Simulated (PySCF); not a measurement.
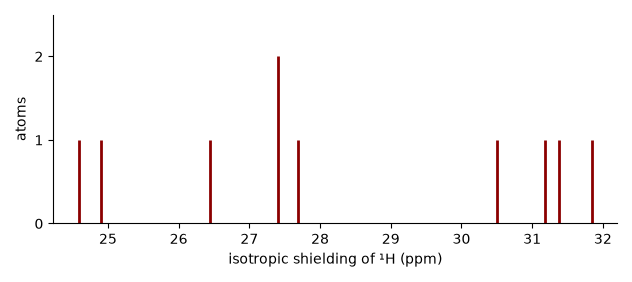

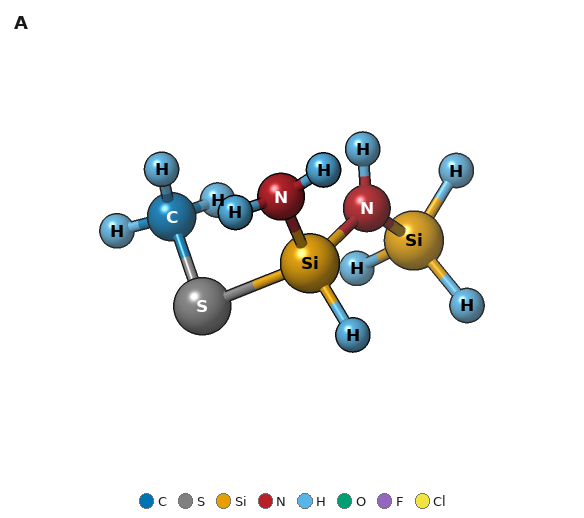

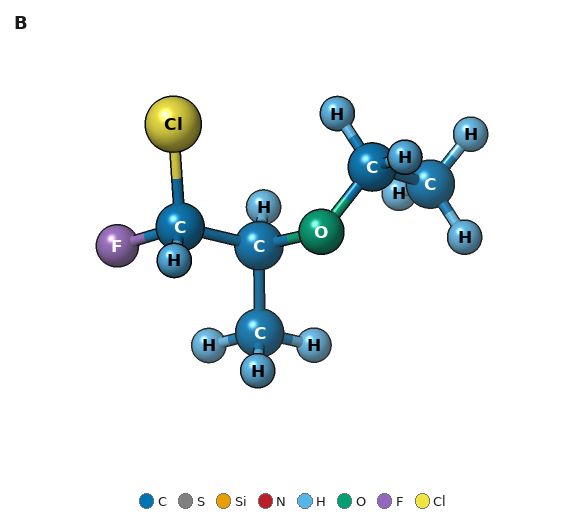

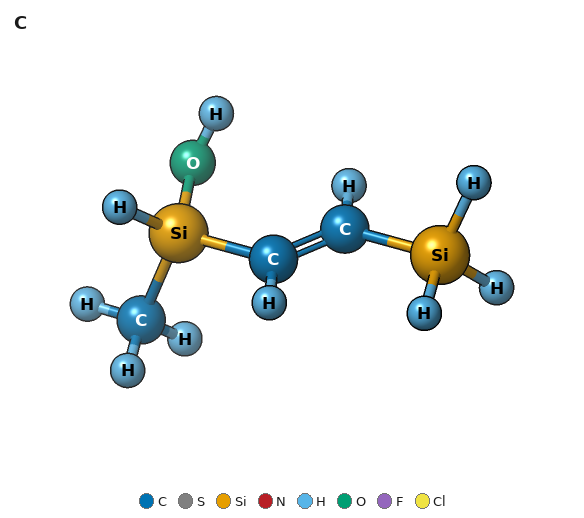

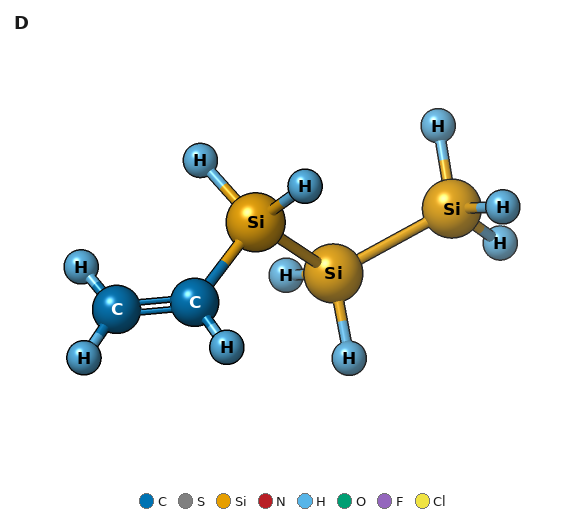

The sticks are computed shieldings of one of the molecules, for one fixed geometry (GFN2-xTB) without averaging over rotations. Low shielding means a high chemical shift. Method: GIAO PBE0/pcSseg-1 NMR shielding, non-relativistic, gas phase (PySCF 2.14.0).

Question: Match the spectrum to a structure.

Answer: C, `C[Si@H](O)/C=C/[SiH3]`. Its 10 H atoms give lines at 24.59, 24.90, 26.44, 27.41 (2 atoms), 27.69, 30.51, 31.18, 31.38, 31.84 ppm.

The geometry is semi-empirical. Around Si such bond lengths and angles can be off by a tenth of an ångström or more and by several degrees, and values that hang on the shape move with them.
